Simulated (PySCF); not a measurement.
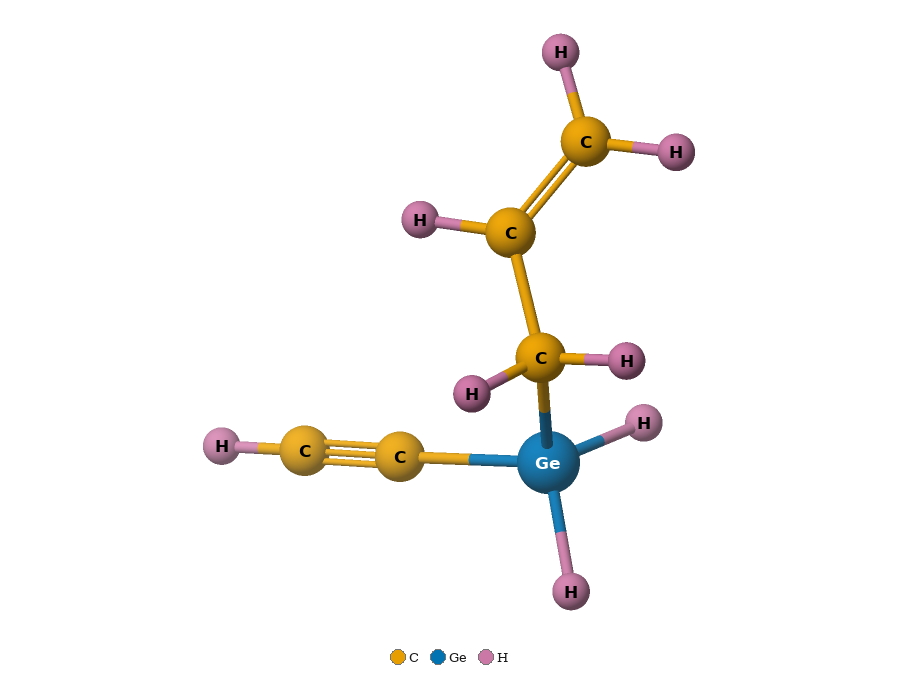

The computed structure is the end point of a GFN2-xTB optimisation. No frequency run is at hand to confirm it as a minimum. Level of theory: CAM-B3LYP/def2-SVPD, gas phase (PySCF 2.14.0). Excitations: vertical, linear response.

What does the calculation give?

The species is C₅H₈Ge (`C#[C][GeH2][CH2]C=C`).
- dipole moment: 0.52 D
- HOMO energy (Kohn–Sham orbital): −8.48 eV
- LUMO energy (Kohn–Sham orbital): 0.97 eV
- HOMO–LUMO gap: 9.45 eV
- mean static polarisability: 88.3 bohr³
- lowest vertical singlet excitation: 6.23 eV
- its oscillator strength: 0.002
- brightest of the 8 lowest singlets: 6.82 eV
- its oscillator strength: 0.24

The geometry is semi-empirical. Around Ge such bond lengths and angles can be off by a tenth of an ångström or more and by several degrees, and values that hang on the shape move with them.
